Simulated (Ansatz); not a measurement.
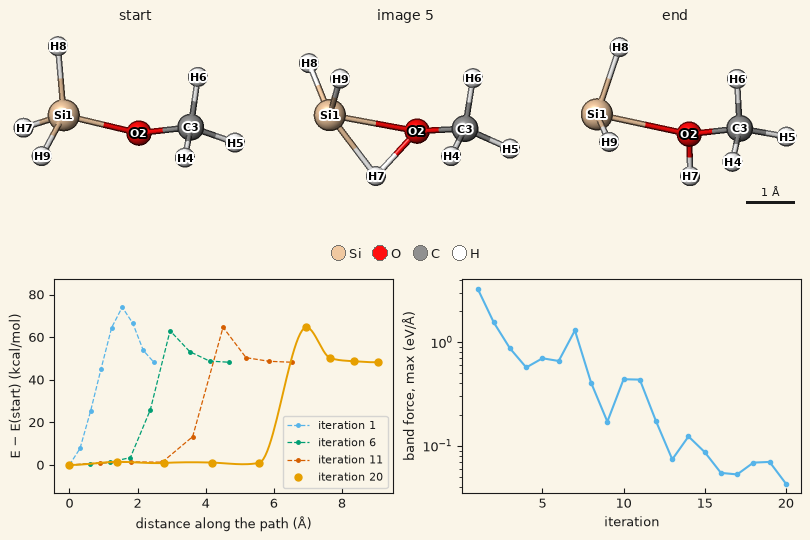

NEB run on CH₆OSi. Images are numbered from 0 (start) to 8 (end). The plot follows the band through its iterations. Style: ball-and-stick. Shown at a tilt.

The calculation used RKS PBE-D4/def2-SVP (Ansatz). Settings: 7 movable images; climbing image; force threshold 0.05 eV/Å; iteration limit 60; starting path by straight interpolation.

### Did the band converge, and can the barrier be trusted?

The run is converged, with reservations. The band converged in 20 iterations. The largest component of the band force went from 3.3 to 0.043 eV/Å. The climbing image converged on the top of the path. Its curvatures weren't checked. The straight starting path can push atoms close together and costs iterations. The first iteration put the highest image at 74.1 kcal/mol. Forward barrier 64.6 kcal/mol, backward barrier 16.4 kcal/mol, with image 5 at the top; the reaction energy is +48.2 kcal/mol.

The run took 4.3 min on 1 thread of Arm Neoverse V1, on a shared host, peak memory 0.13 GiB.
